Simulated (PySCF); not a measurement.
## Run report: C$_{4}$H$_{3}$OS, EPR calculation

- system: C$_{4}$H$_{3}$OS, multiplicity 2
- method: UKS B3LYP, pcH-1 on C H O S, non-relativistic, mean-field spin-orbit, GIAO (PySCF 2.14.0)

It belongs to a series of runs on one base structure; here: H removed from S.

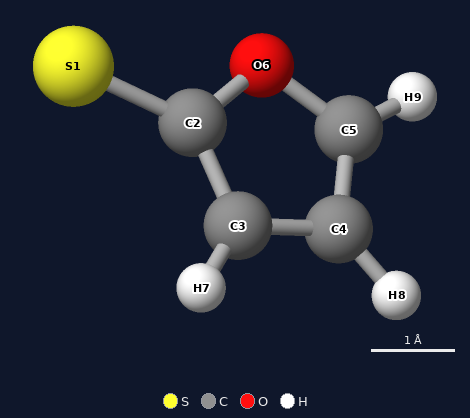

*The structure as given in the input (ball-and-stick view, seen at a tilt; atoms are numbered from 1 in the order of the input).*

Bond lengths as drawn: C–C 1.37 to 1.40 Å, C–H 1.07 Å, C–O 1.34 to 1.36 Å and C–S 1.68 Å.

Results in brief

- outcome: converged
- total energy: −627.613895 hartree
- ⟨S²⟩: 0.767
- isotropic g: 2.0249
- hardware: 1 CPU thread, shared host
- wall time: 21 s
- peak memory: 0.66 GiB

Notes

Checks after the run noted: orbitally degenerate or nearly so: second-order g, spin-orbit hyperfine and D do not apply.

Input
```
{"job": {"kind": "epr", "basis": "pcH-1"}, "charge": 0, "multiplicity": 2}
S      2.822370    -0.279462     0.296338
C      1.154091    -0.172495     0.128579
C      0.339019     0.929378    -0.126675
C     -0.972560     0.444585    -0.163294
C     -0.885839    -0.905809     0.068014
O      0.382744    -1.282988     0.243619
H      0.679673     1.934698    -0.262846
H     -1.867649     1.006031    -0.335794
H     -1.638286    -1.667944     0.126879
```

The first line tells a small driver script what to run in PySCF; the rest is the geometry in Å.

Launched with:
```bash
OMP_NUM_THREADS=1 python <driver script> task.json out
```

What the program printed
```
UKS, coarse grid
  cycle   1  E = -627.54158143  |g| = 3.88e-01
  cycle   2  E = -627.44540053  |g| = 6.19e-01
  cycle   3  E = -627.61015673  |g| = 7.89e-02
  cycle   4  E = -627.61242953  |g| = 4.75e-02
  cycle   5  E = -627.61369305  |g| = 1.29e-02
  cycle   6  E = -627.61383083  |g| = 6.98e-03
  cycle   7  E = -627.61386950  |g| = 3.53e-03
  cycle   8  E = -627.61387950  |g| = 1.94e-03
  cycle   9  E = -627.61388082  |g| = 2.67e-04
UKS, final grid
  cycle   1  E = -627.61389493  |g| = 3.42e-04
  cycle   2  E = -627.61389484  |g| = 6.30e-04
  cycle   3  E = -627.61389500  |g| = 5.73e-05
  cycle   4  E = -627.61389501  |g| = 5.37e-05
  cycle   5  E = -627.61389501  |g| = 1.56e-05
E = -627.61389501 Eh   <S^2> = 0.7665 (exact 0.7500)
g shifts (ppm)      1          2          3
  rmc          -200       -200       -200
  gc             -9         42         44
  oz_so           4       7100      61123
  total        -204       6942      60968
hyperfine (MHz)  atom isotope    a_iso     a_fc   dipolar eigenvalues
    0   33S      12.93      12.93    -57.64    -57.03    114.67
    1   13C     -21.13     -21.13     -3.19      0.27      2.91
    2   13C      21.42      21.42    -22.36    -21.97     44.32
    3   13C     -18.86     -18.86     -8.86      4.32      4.54
    4   13C      26.51      26.51    -26.20    -24.69     50.89
    5   17O       2.81       2.81     -1.94      0.53      1.41
    6    1H     -19.11     -19.11     -9.61     -1.71     11.32
    7    1H       2.86       2.86     -2.40      0.20      2.20
    8    1H     -22.27     -22.27    -12.40     -0.85     13.25
```

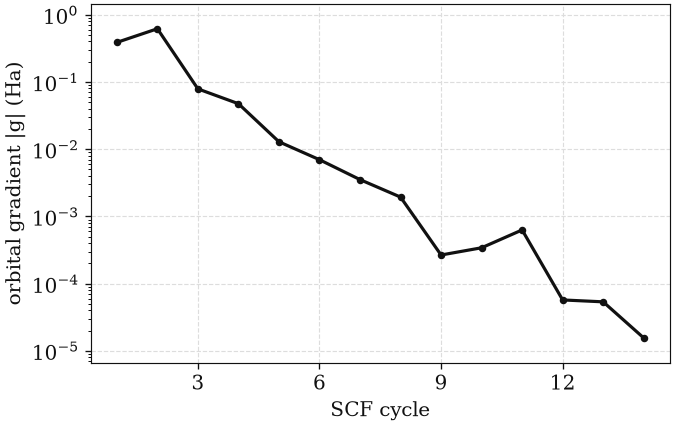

*Convergence of the self-consistent field: orbital gradient |g| against the SCF cycle.*

All cycles printed in the log are drawn one after another.

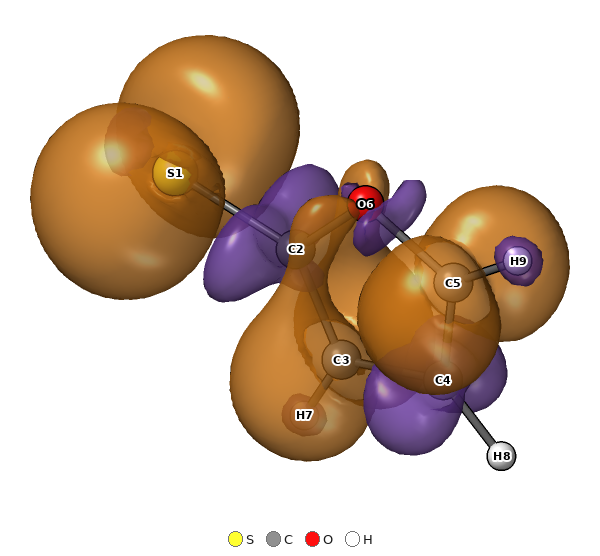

*Isosurfaces of the spin density (α minus β) at +0.01 (orange) and −0.01 e/Å³ (purple), seen at a tilt.*

The unpaired spin (1 electron) lies mostly on S1 (about 0.6), C5 (about 0.2) and C3 (about 0.2), in electrons by Hirshfeld's partition.

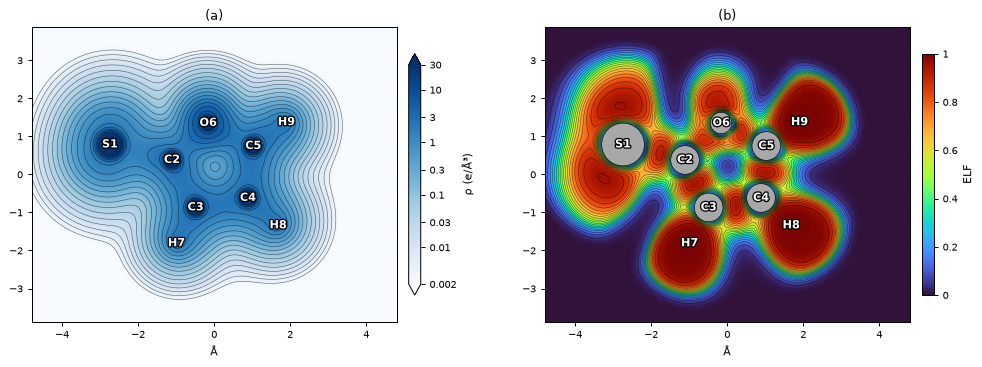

*(a) electron density; (b) electron localisation function on the molecular plane. Grey discs, where drawn, cover atomic cores.*

Atoms in the plane: S, C, O and H. C–C (1.37 Å): ρ at the midpoint is about 2.2 e/Å³; the ELF peaks at about 0.95 between the atoms (a shared electron pair). C–S (1.68 Å): ρ at the midpoint is about 1.5 e/Å³; the ELF peaks at about 0.95 between the atoms (a shared electron pair).

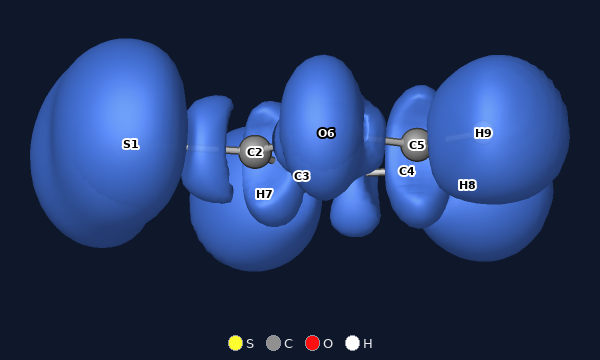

*Isosurface of the electron localisation function at 0.75 (blue), seen from the side. Core shells and regions of very low density are left out.*

Along the contacts the grid gives the following.
